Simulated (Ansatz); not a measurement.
Three curves of one kind of scan: energy against volume (even scaling of the relaxed cell, symmetry kept). These are PBE (plane waves to 420 eV, PAW, scalar-relativistic; Ansatz, a first-principles code) values and carry that method's errors. Each is measured from its own zero (the relaxed starting cell). 

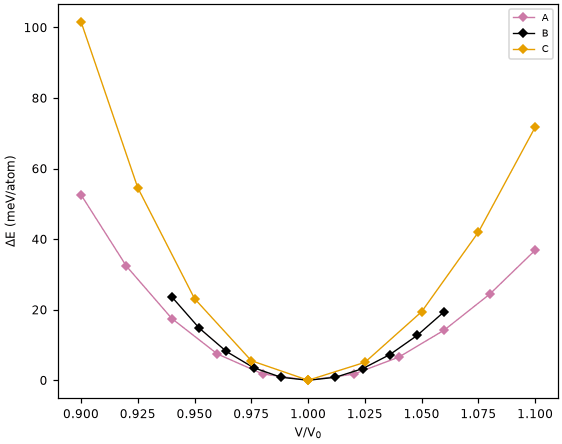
Figure. Curves A, B and C.

Q: Match the curves to these crystals:
- BP (zinc blende), a = b = c = 4.5484 Å, α = β = γ = 90.00°
- PbSe (rock salt), a = 6.2178 Å, b = 6.2178 Å, c = 6.2178 Å, α = 90.00°, β = 90.00°, γ = 90.00°
- HfO$_{2}$ (fluorite), a = b = c = 5.0976 Å, α = β = γ = 90.00°

A: A is PbSe; B is BP; C is HfO2.

All were relaxed with their symmetry unable to fall. HfO2 is run without spin polarisation. Spin-orbit coupling is left out. This is a high-temperature form of HfO2.

(A scan under strain: stresses follow from slopes of the energy per volume, elastic moduli from its curvatures.)
